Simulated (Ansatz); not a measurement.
## Decaying states in the gap of NaMg2BCl2O3

A new crystal, NaMg2BCl2O3: structure, gap and complex bands. It is built by putting Mg for Zn, Na for K in the KZn2BCl2O3 structure of space group R32, with the volume rescaled by atomic radii. The parent structure comes from the Materials Project.

Program: Ansatz 0.2.0. Level of theory: r2SCAN DFT, plane waves, PAW files, in the first sound run; inputs show where later runs differ. Results are calculated unless marked as measured.

The structure was built from a prototype and need not be the compound's stable phase.

## Step 1: The starting structure

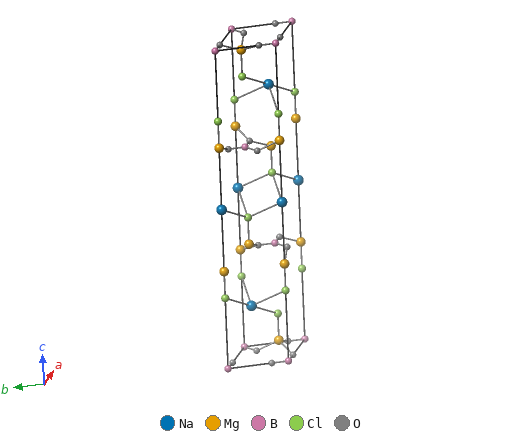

The starting structure, seen from a free direction (sodium blue, magnesium orange, boron pink, chlorine green, oxygen grey). This picture shows the conventional cell, with its axes. Some periodic images of atoms are drawn too.

## Step 2: Cell and atoms at rest

The substituted atoms don't fit the parent's cell, so cell and atoms relax together. A small smearing keeps the run stable in case the gap closes on the way.

Contents of input.yaml:

```yaml
crystal:
  lattice:
    - [2.492180184, 1.4388609001, 9.0282278475]
    - [-2.492180184, 1.4388609001, 9.0282278475]
    - [0.0, -2.8777218002, 9.0282278475]
  atoms:
    - { symbol: Na, position: [0.5, 0.5, 0.5] }
    - { symbol: Mg, position: [0.305716, 0.305716, 0.305716] }
    - { symbol: Mg, position: [0.694284, 0.694284, 0.694284] }
    - { symbol: B, position: [0.0, 0.0, 0.0] }
    - { symbol: Cl, position: [0.221962, 0.221962, 0.221962] }
    - { symbol: Cl, position: [0.778038, 0.778038, 0.778038] }
    - { symbol: O, position: [0.723321, 0.0, 0.276679] }
    - { symbol: O, position: [0.0, 0.276679, 0.723321] }
    - { symbol: O, position: [0.276679, 0.723321, 0.0] }
kpoints:
  mp_grid: { grid: [6, 6, 6] }
scf:
  occupations: { method: gaussian, width: 0.03 }
hamiltonian:
  xc: r2scan
output:
  forces: true
  stress: true
relax:
  f_tol: 0.02
  max_steps: 60
  cell: {}
```

Command:

```console
ansatz run input.yaml --threads 2 --pin off --max-ram 4096MiB --backend cpu --events-out ev --progress --plain --runs-dir out
```

Numbers of over 12 decimals in the logs are rounded to 6 here.

Output:

```text
basis.fft_grid_basis auto: the FFT boxes are laid along the combinations [[1, 0, -1], [0, 1, -1], [0, 0, 1]] of the cell's own vectors, 4.984, 4.984 and 9.476 Å long. The dense box has 40×40×72 points. Along the cell's own vectors, as sized, it would have 72×72×72, 3.24 times as many. Of the 6 symmetry operations that the crystal satisfies within crystal.symmetry.tolerance (time reversal apart; of a slab, those that  [...]
Engine: ansatz 0.2.0, x86_64-unknown-linux-gnu
Pseudopotentials: kind: paw
Pseudopotential: Na, paw, valence charge 9, recommended cutoff 500 eV (meta_gga), Na.paw.azcp
Pseudopotential: Mg, paw, valence charge 10, recommended cutoff 500 eV (meta_gga), Mg.paw.azcp
Pseudopotential: B, paw, valence charge 3, recommended cutoff 500 eV (meta_gga), B.paw.azcp
Pseudopotential: Cl, paw, valence charge 7, recommended cutoff 500 eV (meta_gga), Cl.paw.azcp
Pseudopotential: O, paw, valence charge 6, recommended cutoff 500 eV (meta_gga), O.paw.azcp
Functional definition: r2SCAN
  parameter k0 = 0.174
  parameter k1 = 0.065
  parameter a1 = 4.9479
  exchange = r2scan_x(k0 = k0, k1 = k1, a1 = a1)
  correlation = r2scan_c
Crystal: 9 atoms, lattice volume = 194.246 Å³
Basis set: ecut = 500 eV, 4911 PW (Γ), FFT grids on a1−a3, a2−a3, a3, exchange–correlation on 160×160×288 points (64 copies of the dense FFT grid, shifted against one another)
Bands: 41, of which v1, the nominal top of the filled ones, is band 32 counted from 1 (31 counted from 0)
Symmetry: 6 space group operations
Space group: R32 (ITA 155), of the structure as read, at distance tolerance 5.8e-5 Å
k-points: 32 of 216 (time reversal used)
Non-local potential: Na, projectors of the file, l = 0: 3, l = 1: 2, l = 2: 1
Non-local potential: Mg, projectors of the file, l = 0: 3, l = 1: 2, l = 2: 1
Non-local potential: B, projectors of the file, l = 0: 2, l = 1: 2, l = 2: 1
Non-local potential: Cl, projectors of the file, l = 0: 2, l = 1: 2, l = 2: 2
Non-local potential: O, projectors of the file, l = 0: 2, l = 1: 2, l = 2: 1
PAW form: soft (Blöchl's): semilocal exchange-correlation on the pseudo side does not see the compensation charge
PAW frozen core: Na, regenerated for the run's functional (the file was generated under x = pbe(κ = 0.804, μ = 0.219515), c = pbe(β = 0.066725))
PAW frozen core: Mg, regenerated for the run's functional (the file was generated under x = pbe(κ = 0.804, μ = 0.219515), c = pbe(β = 0.066725))
PAW frozen core: B, regenerated for the run's functional (the file was generated under x = pbe(κ = 0.804, μ = 0.219515), c = pbe(β = 0.066725))
PAW frozen core: Cl, regenerated for the run's functional (the file was generated under x = pbe(κ = 0.804, μ = 0.219515), c = pbe(β = 0.066725))
PAW frozen core: O, regenerated for the run's functional (the file was generated under x = pbe(κ = 0.804, μ = 0.219515), c = pbe(β = 0.066725))
PAW one-centre angular grid: Na, 302 points (default); XC on 339 of its mesh's 2595 points in the sphere
PAW one-centre angular grid: Mg, 302 points (default); XC on 224 Gauss nodes
PAW one-centre angular grid: B, 302 points (default); XC on 160 Gauss nodes
PAW one-centre angular grid: Cl, 302 points (default); XC on 160 Gauss nodes
PAW one-centre angular grid: O, 302 points (default); XC on 160 Gauss nodes
Initial density: superposition of atomic densities (neutral atoms: chi_scale 0, normalization atom), corrected by the library's trained network
Initial wavefunctions: pseudopotential atomic-orbital guess
Functional: x = r2scan, c = r2scan; τ floored in thin density (d = 2e-4 eV/Å³)
SCF iter   1: F=—  HF=-9385.333607 eV  |F-HF|=—  |Δ(HF+E_count)|=         —  Δρ=6.37e-3  dr2=4.61e-2  dr2_τ=4.37e-1  ethr=1.77e-3  ⟨swp⟩=7.5  Hψ=6191  notcnv=0  defer=6
preconditioner: auto → Resta (q_TF=auto, 2.267 Å⁻¹)  ε∞=2.4  [insulator: Δε(μ)=4.892 eV  Ē_g=14.325 eV  σ=0.030 eV  W_gap=1.00  n_scr=36 (ndim 8)  ℏωp=16.9 eV  f_vac=0.277  D(μ)=0.00/eV (n_scr^D=0)  ε∞_Penn≈2.4]
SCF iter   2: F=—  HF=-9385.506971 eV  |F-HF|=—  |Δ(HF+E_count)|=   1.73e-1  Δρ=3.09e-3  dr2=8.81e-3  dr2_τ=9.98e-4  ethr=7.20e-5  ⟨swp⟩=3.2  Hψ=2953  notcnv=0  defer=110
SCF iter   3: F=—  HF=-9385.507160 eV  |F-HF|=—  |Δ(HF+E_count)|=   1.89e-4  Δρ=7.15e-4  dr2=7.27e-4  dr2_τ=7.70e-5  ethr=1.38e-5  ⟨swp⟩=2.7  Hψ=2305  notcnv=0  defer=78
automatic band count: iteration 3 solves 40 bands in place of 41: the levels show a gap, and the empty bands left out lie too high to hold charge; the band table lists the bands solved (type scf.n_extra_bands for more)
SCF iter   4: F=—  HF=-9385.507242 eV  |F-HF|=—  |Δ(HF+E_count)|=   8.15e-5  Δρ=2.07e-4  dr2=5.59e-5  dr2_τ=1.10e-5  ethr=1.14e-6  ⟨swp⟩=2.0  Hψ=1829  notcnv=0  defer=78
SCF iter   5: F=—  HF=-9385.507386 eV  |F-HF|=—  |Δ(HF+E_count)|=   1.44e-4  Δρ=6.00e-5  dr2=7.33e-6  dr2_τ=6.54e-7  ethr=8.74e-8  ⟨swp⟩=2.0  Hψ=1857  notcnv=0  defer=78
SCF iter   6: F=—  HF=-9385.507389 eV  |F-HF|=—  |Δ(HF+E_count)|=   3.07e-6  Δρ=1.73e-5  dr2=6.53e-7  dr2_τ=5.30e-8  ethr=1.15e-8  ⟨swp⟩=2.0  Hψ=1920  notcnv=0  defer=78
SCF iter   7: F=-9385.507390 eV  HF=-9385.507390 eV  |F-HF|=5.06e-8  |Δ(HF+E_count)|=   7.60e-7  Δρ=4.01e-6  dr2=4.67e-8  dr2_τ=2.90e-9  ethr=1.56e-10  ⟨swp⟩=5.0  Hψ=4372  notcnv=0
SCF 1 converged in 7 iterations: F = -9385.507390 eV  dr2 = 4.67e-8
  greatest PAW one-centre occupation: 1.000 electrons in one spin orbital (limit 2), on the Na atom at site 0 (counted from 0), in its partial waves of l = 0
relax step   1: F+E_penalty+E_count = -9385.50739001 eV  Δ(F+E_penalty+E_count) = +0.000e0 eV  max|allowed force component| = 8.953e-1 eV/Å  Δτ_max = 0.0000 Å  P = -1.294 GPa  Ω = 194.246 Å³  (7 SCF iters, dr2 threshold 1.00e-7 eV, accepted)
Crystal: 9 atoms, lattice volume = 186.599 Å³
Basis set: ecut = 500 eV, 4713 PW (Γ), FFT grids on a1−a3, a2−a3, a3, exchange–correlation on 160×160×288 points (64 copies of the dense FFT grid, shifted against one another)
Initial density: handed on by an earlier stage of this run
Initial wavefunctions: those handed on with the density
iter 1 solved again at ethr=5.52e-5 eV; its pass at ethr=3.10e-3 eV (dr2=3.53e-2 eV) is discarded
SCF iter   1: F=—  HF=-9385.904083 eV  |F-HF|=—  |Δ(HF+E_count)|=         —  Δρ=5.68e-3  dr2=3.48e-2  dr2_τ=4.54e-1  ethr=5.52e-5  ⟨swp⟩=2.1  Hψ=6012  notcnv=0
automatic band count: iteration 1 solves 37 bands in place of 41: the levels show a gap, and the empty bands left out lie too high to hold charge; the band table lists the bands solved (type scf.n_extra_bands for more)
[...]
iter 1 solved again at ethr=4.88e-5 eV; its pass at ethr=3.10e-3 eV (dr2=3.12e-2 eV) is discarded
SCF iter   1: F=—  HF=-9385.891629 eV  |F-HF|=—  |Δ(HF+E_count)|=         —  Δρ=5.02e-3  dr2=3.03e-2  dr2_τ=3.21e-1  ethr=4.88e-5  ⟨swp⟩=2.3  Hψ=6009  notcnv=0
automatic band count: iteration 1 solves 37 bands in place of 41: the levels show a gap, and the empty bands left out lie too high to hold charge; the band table lists the bands solved (type scf.n_extra_bands for more)
preconditioner: auto → Resta (q_TF=auto, 2.300 Å⁻¹)  ε∞=2.7  [insulator: Δε(μ)=5.072 eV  Ē_g=13.602 eV  σ=0.030 eV  W_gap=1.00  n_scr=36 (ndim 8)  ℏωp=17.6 eV  f_vac=0.231  D(μ)=0.00/eV (n_scr^D=0)  ε∞_Penn≈2.7]
SCF iter   2: F=—  HF=-9385.708998 eV  |F-HF|=—  |Δ(HF+E_count)|=   1.83e-1  Δρ=2.74e-3  dr2=1.01e-2  dr2_τ=5.71e-4  ethr=4.74e-5  ⟨swp⟩=4.0  Hψ=2563  notcnv=0
SCF iter   3: F=—  HF=-9385.710103 eV  |F-HF|=—  |Δ(HF+E_count)|=   1.10e-3  Δρ=7.26e-4  dr2=1.28e-3  dr2_τ=1.36e-4  ethr=1.58e-5  ⟨swp⟩=2.0  Hψ=2369  notcnv=0
SCF iter   4: F=—  HF=-9385.710232 eV  |F-HF|=—  |Δ(HF+E_count)|=   1.29e-4  Δρ=2.46e-4  dr2=1.43e-4  dr2_τ=7.93e-6  ethr=2.00e-6  ⟨swp⟩=2.0  Hψ=1899  notcnv=0
SCF iter   5: F=—  HF=-9385.710453 eV  |F-HF|=—  |Δ(HF+E_count)|=   2.21e-4  Δρ=1.44e-4  dr2=3.28e-5  dr2_τ=3.69e-6  ethr=2.24e-7  ⟨swp⟩=2.0  Hψ=1824  notcnv=0
SCF iter   6: F=—  HF=-9385.710452 eV  |F-HF|=—  |Δ(HF+E_count)|=   1.00e-6  Δρ=4.05e-5  dr2=3.62e-6  dr2_τ=3.93e-7  ethr=5.12e-8  ⟨swp⟩=2.0  Hψ=1824  notcnv=0
SCF iter   7: F=-9385.710454 eV  HF=-9385.710454 eV  |F-HF|=1.69e-7  |Δ(HF+E_count)|=   1.71e-6  Δρ=7.64e-6  dr2=1.31e-7  dr2_τ=5.23e-9  ethr=1.41e-9  ⟨swp⟩=4.0  Hψ=4097  notcnv=0
SCF 3 converged in 7 iterations: F = -9385.710454 eV  dr2 = 1.31e-7
relax step   3: F+E_penalty+E_count = -9385.71045425 eV  Δ(F+E_penalty+E_count) = -4.840e-2 eV  max|allowed force component| = 3.817e-2 eV/Å  Δτ_max = 0.1112 Å  P = +0.164 GPa  Ω = 178.176 Å³  energy of the carried Pulay correction = +3.129e-3 eV  (7 SCF iters, dr2 threshold 9.00e-7 eV, accepted)
[...]
relax step   4: F+E_penalty+E_count = -9385.71100471 eV  Δ(F+E_penalty+E_count) = -5.505e-4 eV  max|allowed force component| = 2.056e-2 eV/Å  Δτ_max = 0.0131 Å  P = +0.022 GPa  Ω = 179.151 Å³  energy of the carried Pulay correction = +2.932e-3 eV  (6 SCF iters, dr2 threshold 9.10e-8 eV, accepted)
[...]
relax step   5: F+E_penalty+E_count = -9385.71103825 eV  Δ(F+E_penalty+E_count) = -3.354e-5 eV  max|allowed force component| = 6.339e-3 eV/Å  Δτ_max = 0.0009 Å  P = +0.005 GPa  Ω = 179.214 Å³  energy of the carried Pulay correction = +2.919e-3 eV  (5 SCF iters, dr2 threshold 2.64e-8 eV, accepted)
Basis set: ecut = 500 eV, 4531 PW (Γ), FFT grids on a1−a3, a2−a3, a3, exchange–correlation on 144×144×288 points (64 copies of the dense FFT grid, shifted against one another)
Initial wavefunctions: pseudopotential atomic-orbital guess (no wavefunctions were taken with the density)
iter 1 solved again at ethr=5.21e-8 eV; its pass at ethr=3.10e-3 eV (dr2=3.33e-5 eV) is discarded
SCF iter   1: F=—  HF=-9385.707450 eV  |F-HF|=—  |Δ(HF+E_count)|=         —  Δρ=1.54e-4  dr2=3.95e-6  dr2_τ=1.91e-5  ethr=5.21e-8  ⟨swp⟩=4.0  Hψ=10347  notcnv=0
preconditioner: auto → Resta (q_TF=auto, 2.298 Å⁻¹)  ε∞=2.5  [insulator: Δε(μ)=5.049 eV  Ē_g=14.519 eV  σ=0.030 eV  W_gap=1.00  n_scr=36 (ndim 8)  ℏωp=17.5 eV  f_vac=0.243  D(μ)=0.00/eV (n_scr^D=0)  ε∞_Penn≈2.5]
SCF iter   2: F=—  HF=-9385.707608 eV  |F-HF|=—  |Δ(HF+E_count)|=   1.57e-4  Δρ=7.90e-5  dr2=1.10e-6  dr2_τ=1.46e-6  ethr=6.17e-9  ⟨swp⟩=2.0  Hψ=1925  notcnv=0
SCF iter   3: F=—  HF=-9385.707611 eV  |F-HF|=—  |Δ(HF+E_count)|=   3.59e-6  Δρ=1.21e-5  dr2=1.33e-7  dr2_τ=3.38e-8  ethr=1.72e-9  ⟨swp⟩=2.0  Hψ=1952  notcnv=0
SCF iter   4: F=—  HF=-9385.707611 eV  |F-HF|=—  |Δ(HF+E_count)|=   1.08e-8  Δρ=1.49e-6  dr2=1.13e-9  dr2_τ=5.01e-10  ethr=2.07e-10  ⟨swp⟩=2.0  Hψ=1961  notcnv=0
SCF iter   5: F=-9385.707611 eV  HF=-9385.707611 eV  |F-HF|=1.40e-10  |Δ(HF+E_count)|=   2.81e-9  Δρ=3.06e-7  dr2=5.81e-11  dr2_τ=2.43e-11  ethr=1.00e-12  ⟨swp⟩=5.0  Hψ=5236  notcnv=0
SCF 6 converged in 5 iterations: F = -9385.707611 eV  dr2 = 5.81e-11
relax step   6: F+E_penalty+E_count = -9385.70761134 eV  Δ(F+E_penalty+E_count) = +3.427e-3 eV  max|allowed force component| = 6.123e-3 eV/Å  Δτ_max = 0.0000 Å  P = +0.017 GPa  Ω = 179.214 Å³  stress off target by 3.24e-2 GPa  SCF on the basis re-selected at this cell (its energy is not comparable with the rows above)  (5 SCF iters)
basis re-selected at this cell: Δ(F+E_penalty+E_count) = +3.427e-3 eV, ΔP = +0.012 GPa vs the last step (what re-selecting the basis moved, of the pressure what is left beyond the Pulay correction that the steps carried, after the strain that the cell walked since its last selection, with what the two solves' SCF thresholds leave and, on support functions, any second-order correction that the steps lacked; it is no measure of the basis error at this ecutwfc). The dense FFT grid was sized anew with the basis: this SCF ran on 36×36×72 points, the steps before it on 40×40×72, so part of this shift can come from that change (see relax.cell in the input reference). [rest of the remark cut]
SCF converged after 5 iterations
Free energy (F): -9385.707611 eV
Harris-Foulkes:  -9385.707611 eV  (|F-HF|=1.40e-10)
Internal energy: -9385.707611 eV  (E = F + TS)
E sigma→0 (E₀):  -9385.707611 eV
Fermi energy:    2.703177 eV
--- Per-component energies (eV) ---
  E_band       = -1223.276496
  E_kinetic    = 1180.881642
  E_local      = -8625.138252  (includes V_loc(G=0)·N_el)
  E_nonlocal   = 517.661190
  E_hartree    = 3333.362228
  E_xc         = -553.315877
  E_vxc        = -767.812716  (∫ρ·V_xc dr)
  E_paw        = -2754.814150  (= ΣΔE_a)
  E_vpaw       = -244.635947  (= ΣTr[D̂ρ^β])
  E_aug_tail   = 0.003197  (compensation charges beyond the density's cutoff)
  E_vtau       = 49.039722  (kinetic-family band-sum trace: ∫τ·v_τ [+ j·A + Jᵃ·Aᵃ] dr)
  E_ewald      = -2483.881829
  E_core_change = -0.465762  (= ΣΔE_core)
  E_smearing   = -0.000000  (= −TS)
  E_closure    = -0.000000  (closes the sum)
  Σ components = -9385.707611   (vs F -9385.707611, Δ=0.00e0)
--- Forces (eV/Å), atoms counted from 1 ---
  atom   1  Na    -0.00000000     0.00000000    -0.00000000
  atom   2  Mg     0.00000000    -0.00000000     0.00592779
  atom   3  Mg     0.00000000     0.00000000    -0.00592779
  atom   4  B      0.00000000    -0.00000000     0.00000000
  atom   5  Cl    -0.00000000     0.00000000    -0.00612291
  atom   6  Cl     0.00000000    -0.00000000     0.00612291
  atom   7  O      0.00017589     0.00030464    -0.00000000
  atom   8  O      0.00017589    -0.00030464     0.00000000
  atom   9  O     -0.00035177    -0.00000000    -0.00000000
  max |Σ_I F_I| component: 1.06e-17 eV/Å
--- Stress (GPa, compression-positive) ---
        0.009323       0.000000       0.000000
        0.000000       0.009323      -0.000000
        0.000000      -0.000000       0.032357
  P = ⅓ Tr σ = 0.0170 GPa (0.170 kbar)
--- Relaxed structure (5 steps of the walk, 5 accepted, 1 SCFs on fresh bases) ---
  F+E_penalty+E_count = -9385.70761134 eV   max|allowed force component| = 6.123e-3 eV/Å   (the final SCF, on the basis selected at the relaxed cell)
  cell:  # Å, volume = 179.2137 Å³
    - [2.441743, 1.409741, 8.677220]
    - [-2.441743, 1.409741, 8.677220]
    - [1.7596396290234988e-17, -2.819482, 8.677220]
  atoms:
    - { symbol: Na, position: [0.500000, 0.500000, 0.5] }
    - { symbol: Mg, position: [0.303170, 0.303170, 0.303170] }
    - { symbol: Mg, position: [0.696830, 0.696830, 0.696830] }
    - { symbol: B, position: [0, -1.468692798768553e-19, 0] }
    - { symbol: Cl, position: [0.213231, 0.213231, 0.213231] }
    - { symbol: Cl, position: [0.786769, 0.786769, 0.786769] }
    - { symbol: O, position: [0.719238, 5.551115123125783e-17, 0.280762] }
    - { symbol: O, position: [5.551115123125783e-17, 0.280762, 0.719238] }
    - { symbol: O, position: [0.280762, 0.719238, -5.551115123125783e-17] }
```

It took 40 s on 2 threads of AMD EPYC 9R45, shared host; peak memory 1 GiB.

Relaxation path:

```csv
step,energy less that of the first step (eV),largest force component (eV/Å),pressure (GPa),volume (Å³)
1,0.0000,0.8953,-1.29,194.25
2,-0.1547,0.3883,-1.00,186.60
3,-0.2031,0.0382,0.16,178.18
4,-0.2036,0.0206,0.02,179.15
5,-0.2036,0.0063,0.00,179.21
6*,-0.2002,0.0061,0.02,179.21
```

Relaxation steps marked * repeat the geometry before them on a plane-wave basis chosen anew for their cell, so energy and pressure can jump there.

Forces are held to the 6 operations that the run works with; a distortion that breaks them can't arise in this run.

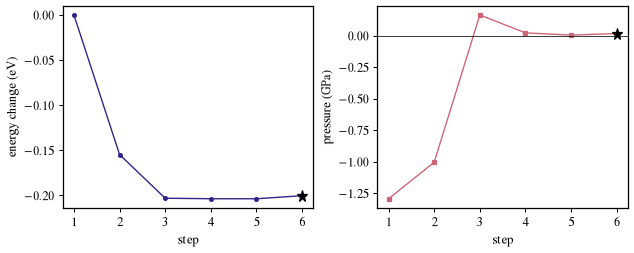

Energy and pressure along the relaxation. Stars mark steps on a basis chosen anew.

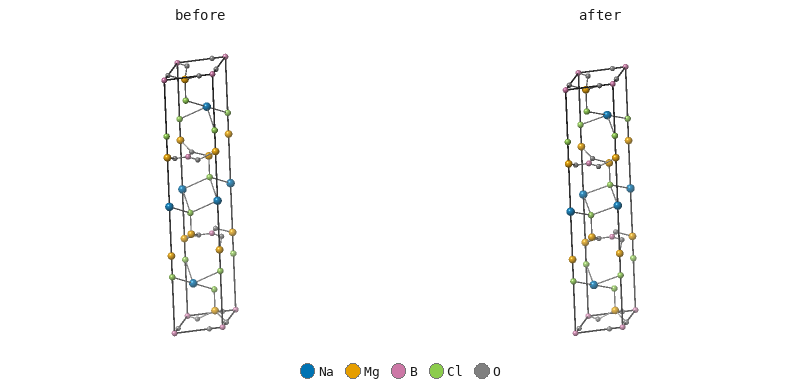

The structure before and after the relaxation, drawn at the same scale.

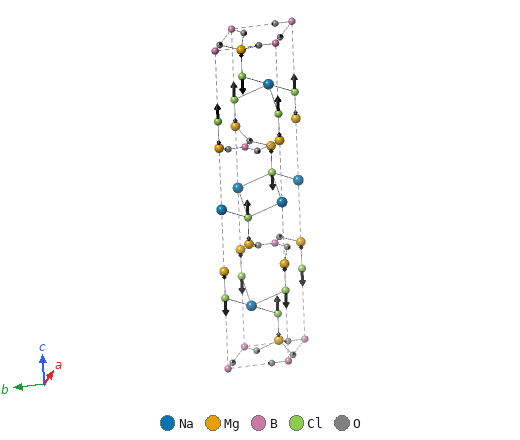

Displacements in the relaxation, exaggerated, measured against the changing cell; the longest in the cell stands for 0.23 Å. Some periodic images of atoms are drawn too.

```csv
"conventional cell, symmetrised",before,after,change
a (Å),4.984,4.883,-2.0 %
b (Å),4.984,4.883,-2.0 %
c (Å),27.085,26.032,-3.9 %
volume (Å³/atom),21.58,19.91,-7.7 %
```

The atoms that moved most (Å, as changes of fractional coordinates times the final cell):

```csv
atom,dx,dy,dz,length
Cl5,0.000,0.000,-0.227,0.227
Cl6,0.000,0.000,0.227,0.227
Mg3,0.000,0.000,0.066,0.066
Mg2,0.000,0.000,-0.066,0.066
O8,-0.010,0.017,0.000,0.020
O9,0.020,0.000,0.000,0.020
O7,-0.010,-0.017,0.000,0.020
```

This step gave:

| Quantity | Value |
| --- | --- |
| free energy | -9385.7076 eV |
| Fermi energy | 2.703 eV |
| pressure | 0.01700 GPa |

The largest force component on a free atom ends at 0.0061 eV/Å.

[end of part 1 of 3]

[Logs are printed without paths, hosts, clocks, repeated set-up lines and the standing remarks that a program may print on its own settings, such as how far it seeks lower states.]

[Hosts, paths, dates, database ids (printed as entryN), source tags and the programs' standing remarks are cut or masked in the printed files.]

[New means built here by substitution; the compound itself may be known and measured.]
